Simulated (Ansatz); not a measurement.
The starting structures come from a database of crystals and need not be the phases stable at ambient conditions.

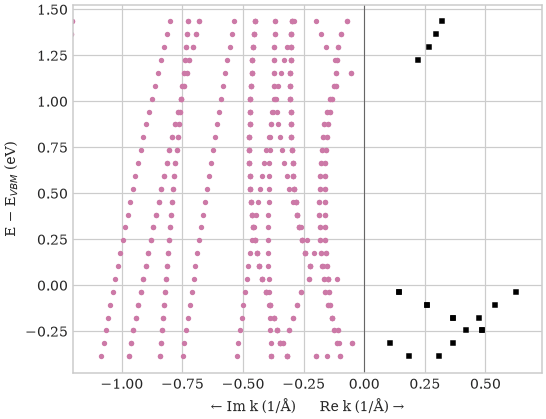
*Complex bands at the centre of the two-dimensional zone; r2SCAN (Ansatz, a first-principles code)*

The gap is the functional's own, uncorrected, and κ follows it; spin-orbit coupling is left out. Mid-gap values are interpolated between the computed energies.

This is BaTe$_{3}$ (P-42_1m, not sure to be the ambient phase, 8 atoms a cell, 36.6 Å³ an atom) along the normal of (001). Read off the slowest decay at the centre of the two-dimensional zone at 0.59 eV, the computed energy nearest the middle of the gap.

κ ≈ 0.16 1/Å, a decay length 1/(2κ) of the density of 3.1 Å.
